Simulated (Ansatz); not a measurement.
**C₂H₇BOSi: nudged elastic band (part 2 of 2)**

Continued. System: C₂H₇BOSi. Method: RKS BLYP-D4/def2-SVP (Ansatz 0.2.0). The run did not end well. One setting was made poor on purpose. It belongs to a series of runs on one base structure; here: an input spoilt on purpose.

Geometry of the input (Å):
```
B  -0.7636  1.4962  0.3322
C  -0.1004  0.5408  1.3591
Si 0.8540  -0.5093  0.0908
C  0.0362  -1.1967  -1.4178
O  0.2460  -2.0748  -0.2319
H  -1.8644  1.2591  -0.1174
H  -0.1504  2.4538  -0.0957
H  -0.7739  -0.1470  1.9060
H  0.6619  0.9896  2.0262
H  2.3343  -0.3489  0.1308
H  -1.0314  -1.0167  -1.6458
H  -0.6136  1.5962  0.3322
```

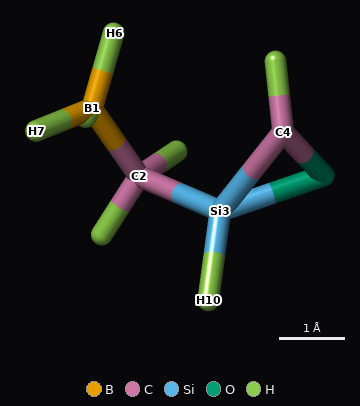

The structure as given in the input (stick view, seen at a tilt; atoms are numbered from 1 in the order of the input).

## The last band as extended XYZ (Å, eV, eV/Å)
```
12
Properties=species:S:1:pos:R:3:forces:R:3 image=0 energy=-12578.26514
B    -0.7636    1.4962    0.3322  -1384.8673 -924.5106  -1.9841
C    -0.1004    0.5408    1.3591    0.0262   0.0028  -0.3309
Si    0.8540   -0.5093    0.0908    0.3890   1.0437  -0.3179
C     0.0362   -1.1967   -1.4178    0.6071  -0.2007   1.3583
O     0.2460   -2.0748   -0.2319   -1.0115   0.4355  -1.0202
H    -1.8644    1.2591   -0.1174    2.6062   0.7942   1.1520
H    -0.1504    2.4538   -0.0957   -1.5603  -2.4865   1.0359
H    -0.7739   -0.1470    1.9060   -0.2123   0.4039   0.0844
H     0.6619    0.9896    2.0262   -0.2464   0.1802   0.1516
H     2.3343   -0.3489    0.1308    0.0489   0.0887  -0.0186
H    -1.0314   -1.0167   -1.6458   -0.3964  -0.3963  -0.3079
H    -0.6136    1.5962    0.3322  1384.6166 924.6449   0.1974
12
Properties=species:S:1:pos:R:3:forces:R:3 image=1 energy=-12775.09837
B    -0.9473    1.6018    0.5609   -0.0072   0.6931   1.0676
C    -0.1152    0.5346    1.3630    0.3141  -0.8196   1.3531
Si    0.8755   -0.4972    0.1304    0.0763   1.2439   0.2859
C     0.0709   -1.2605   -1.3447   -0.3169   0.0153   1.4293
O     0.2443   -2.0920   -0.2095   -0.7743   0.4250  -1.1519
H    -1.9652    1.3820    0.0255   -1.3610   0.1831   0.2276
H    -0.1791    2.5536    0.0403   -0.8167  -0.2322   0.7119
H    -0.8054   -0.1207    1.8926   -0.0536  -0.4455   0.8070
H     0.6389    0.9839    2.0188    0.1313   0.0025   0.7211
H     2.3456   -0.3339    0.1803    0.2207  -0.0902  -0.1243
H    -0.9985   -1.0886   -1.6444    0.2466  -0.6125  -0.5108
H    -0.3299    1.3795   -0.3445    2.3407  -0.3629  -4.8164
12
Properties=species:S:1:pos:R:3:forces:R:3 image=2 energy=-12776.69432
B    -0.8025    1.4983    0.2667    0.8407   0.1931  -0.0654
C    -0.0658    0.6022    1.3544    0.3895  -1.3277   0.8663
Si    0.8526   -0.5629    0.2347    0.4719   1.8698   0.1131
C     0.0001   -1.2852   -1.2511   -0.5078  -0.3311   2.1722
O     0.1020   -2.1145   -0.1255   -0.9266   0.4904  -1.7173
H    -1.9202    1.2925   -0.0274   -1.0327  -0.3486  -0.1589
H    -0.5287    2.7127    0.3458    0.0289   0.1820   0.1418
H    -0.7460   -0.0056    1.9509   -0.3416  -0.1163   0.7636
H     0.7119    1.0629    1.9868   -0.0643   0.2010   0.2530
H     2.3227   -0.5049    0.2123    0.3578  -0.1930  -0.1820
H    -1.0560   -1.1059   -1.5919    0.3077  -0.7206  -0.6908
H    -0.0354    1.4528   -0.6871    0.4764   0.1011  -1.4958
12
Properties=species:S:1:pos:R:3:forces:R:3 image=3 energy=-12776.28609
B    -0.7812    1.4533    0.2722    0.1273  -0.2144  -0.1696
C    -0.0540    0.5754    1.4044    0.7686  -0.9132   0.1695
Si    0.8371   -0.5910    0.2486    0.7785   1.6783  -0.0392
C     0.0181   -1.0876   -1.3632   -0.3082  -0.7078   1.8969
O     0.0524   -2.0504   -0.3229   -1.0545   0.7798  -1.1578
H    -1.9968    1.2538    0.3477    0.0450  -0.3027  -0.9957
H    -0.7336    2.6801    0.1189    0.4362   0.2013   0.2841
H    -0.6252   -0.1277    2.0307   -0.6490   0.4133   0.4391
H     0.6917    1.0969    2.0332    0.1728  -0.0659   0.0952
H     2.2944   -0.6741    0.4205    0.4654  -0.2414  -0.3563
H    -1.0388   -0.8572   -1.6967    0.4741  -0.4781  -0.6674
H     0.1705    1.3709   -0.8247   -1.2564  -0.1492   0.5013
12
Properties=species:S:1:pos:R:3:forces:R:3 image=4 energy=-12774.70445
B    -0.9086    1.4321    0.4456   -0.7845   0.3567   1.0481
C    -0.1013    0.4846    1.4304    0.7147  -0.5869  -0.2552
Si    0.8594   -0.5592    0.2189    1.0475   1.5127  -0.6579
C     0.0876   -0.9173   -1.4637    0.2581  -1.2943   0.4250
O     0.1253   -1.9724   -0.4765   -1.2318   0.9754  -0.2958
H    -2.0811    1.3754    0.7810   -0.6460  -0.6899  -1.0007
H    -0.9074    2.5132   -0.1164    1.1488   0.2026   0.2298
H    -0.6345   -0.3105    1.9974   -0.5963   0.6254   0.2365
H     0.6040    0.9962    2.1141    0.2273  -0.0288  -0.0122
H     2.2932   -0.6610    0.5085    0.5167  -0.1793  -0.2531
H    -0.9836   -0.6732   -1.7517    0.3476  -0.1961  -0.3650
H     0.4819    1.3346   -1.0190   -1.0021  -0.6975   0.9005
12
Properties=species:S:1:pos:R:3:forces:R:3 image=5 energy=-12774.01976
B    -1.0311    1.4274    0.6255   -1.5005   0.5120   1.3701
C    -0.1697    0.3734    1.4397    0.6222  -0.4311  -0.9106
Si    0.8906   -0.4962    0.1989    1.3864   1.3197  -1.0520
C     0.1756   -0.7564   -1.5461    0.6339  -1.8791  -1.0903
O     0.2324   -1.8778   -0.6060   -1.3472   1.1022   0.2996
H    -2.0647    1.5792    1.1839   -1.2030  -0.2085   0.3107
H    -1.1148    2.2351   -0.2816    1.3486  -0.2343  -0.0454
H    -0.7155   -0.4816    1.9095   -0.4564   0.7027   0.2627
H     0.5025    0.8393    2.1995   -0.1383   0.0479  -0.1302
H     2.2985   -0.5952    0.5594    0.7042  -0.1585  -0.1534
H    -0.9062   -0.5345   -1.8038    0.1363  -0.0033  -0.0836
H     0.7370    1.3298   -1.2104   -0.1862  -0.7697   1.2223
12
Properties=species:S:1:pos:R:3:forces:R:3 image=6 energy=-12774.09879
B    -1.0725    1.4197    0.7340   -1.5092  -0.1304   0.8178
C    -0.2508    0.2730    1.4566    0.6439  -0.1554  -0.5917
Si    0.8548   -0.4391    0.2062    0.0933  -0.0826  -0.2680
C     0.2494   -0.5662   -1.5179   -1.0472   0.7071   2.5349
O     0.4083   -1.8049   -0.7404    1.3418  -0.5549  -1.5615
H    -1.8977    1.8409    1.4733   -0.5378   0.5982   0.7620
H    -1.3676    1.9407   -0.3249    1.1350  -0.5227  -0.5125
H    -0.8594   -0.6138    1.7836   -0.2813   0.6979   0.1702
H     0.3801    0.6338    2.2955   -0.4377   0.0415   0.3523
H     2.2969   -0.4958    0.6111    0.0475   0.1265  -0.3709
H    -0.7747   -0.4397   -1.8889    0.0682   0.5304  -0.4388
H     0.8678    1.2937   -1.4195    0.4836  -1.2557  -0.8939
12
Properties=species:S:1:pos:R:3:forces:R:3 image=7 energy=-12775.03097
B    -1.1106    1.3792    0.7958   -1.9505  -0.4349   1.1857
C    -0.3637    0.1745    1.4797    0.5160  -0.0869  -0.4090
Si    0.8539   -0.3732    0.2324   -0.1876  -0.6861  -0.1804
C     0.3728   -0.3808   -1.5546   -0.4472   2.1824   1.6318
O     0.5493   -1.6828   -0.8266    1.7142  -0.0739  -1.3177
H    -1.6202    2.0873    1.5903    0.1717   1.1787   0.7330
H    -1.6692    1.6254   -0.2543    0.8505  -0.5981  -0.5318
H    -1.0054   -0.7255    1.6632   -0.1718   0.4242   0.0009
H     0.2325    0.4204    2.3814   -0.5804   0.1204   0.3577
H     2.2824   -0.3843    0.6905   -0.0276   0.2739  -0.1966
H    -0.6374   -0.3283   -1.9661   -0.2120   0.6144  -0.0245
H     0.9502    1.2304   -1.5631    0.3248  -2.9141  -1.2491
12
Properties=species:S:1:pos:R:3:forces:R:3 image=8 energy=-12776.99889
B    -1.1608    1.2939    0.8370   -1.4254  -0.3277   1.1507
C    -0.4810    0.0536    1.5061    0.1915  -0.2671  -0.0468
Si    0.8464   -0.2871    0.2669   -0.3891  -0.5718   0.1072
C     0.4577   -0.1753   -1.5636   -0.0348   3.0520   0.9503
O     0.6944   -1.5219   -0.9149    1.4210   0.8343  -1.0422
H    -1.3005    2.2449    1.5409    0.7042   0.9395   0.0822
H    -1.9364    1.3550   -0.0906    0.3996  -0.5564  -0.3959
H    -1.1060   -0.8600    1.5508   -0.1419  -0.0446  -0.0119
H     0.0680    0.2144    2.4555   -0.4527   0.1321   0.2046
H     2.2542   -0.2416    0.7783   -0.0766   0.3287  -0.1387
H    -0.5484   -0.1762   -2.0012   -0.1435   0.4511   0.1151
H     1.0469    1.1425   -1.6965   -0.0523  -3.9701  -0.9747
12
Properties=species:S:1:pos:R:3:forces:R:3 image=9 energy=-12779.20423
B    -1.2515    1.1894    0.9363   -0.5747  -0.1170   0.5990
C    -0.5632   -0.0801    1.5228    0.0436  -0.1767   0.0159
Si    0.8381   -0.1814    0.2812   -0.2939  -0.3152   0.0307
C     0.4937    0.0391   -1.5395    0.2040   2.0843   0.3669
O     0.8180   -1.3281   -1.0024    0.7052   0.8732  -0.6804
H    -1.0524    2.2609    1.4511    0.3977   0.2899  -0.1410
H    -2.1305    1.1609    0.1031    0.1631  -0.2323  -0.1681
H    -1.1313   -1.0237    1.4396   -0.1055  -0.1082   0.0059
H    -0.0739    0.0177    2.5113   -0.1910   0.0444   0.0913
H     2.2115   -0.0298    0.8541   -0.0847   0.2483  -0.1063
H    -0.5260    0.0467   -1.9913    0.3777   0.2547   0.2043
H     1.2023    0.9708   -1.8978   -0.6415  -2.8455  -0.2182
12
Properties=species:S:1:pos:R:3:forces:R:3 image=10 energy=-12780.04750
B    -0.9777    1.4685    1.0661    0.0038  -0.0017   0.0044
C    -0.1339    0.3223    1.6841   -0.0056   0.0025  -0.0035
Si    0.8002   -0.1527    0.0959   -0.0030  -0.0029  -0.0047
C    -0.0762   -0.4063   -1.5118    0.0017  -0.0067   0.0101
O     0.3081   -1.5903   -0.6897    0.0001   0.0103  -0.0037
H    -0.5037    2.5814    0.9468   -0.0007  -0.0017  -0.0014
H    -2.0855    1.2550    0.6214    0.0013  -0.0009  -0.0002
H    -0.6869   -0.5789    2.0128    0.0015   0.0009   0.0003
H     0.6376    0.6237    2.4200    0.0010   0.0008   0.0008
H     2.2591    0.1482    0.1133   -0.0019  -0.0014   0.0000
H    -1.1709   -0.2824   -1.6140    0.0020   0.0002  -0.0016
H     0.4645   -0.3459   -2.4764    0.0000   0.0005  -0.0005
```
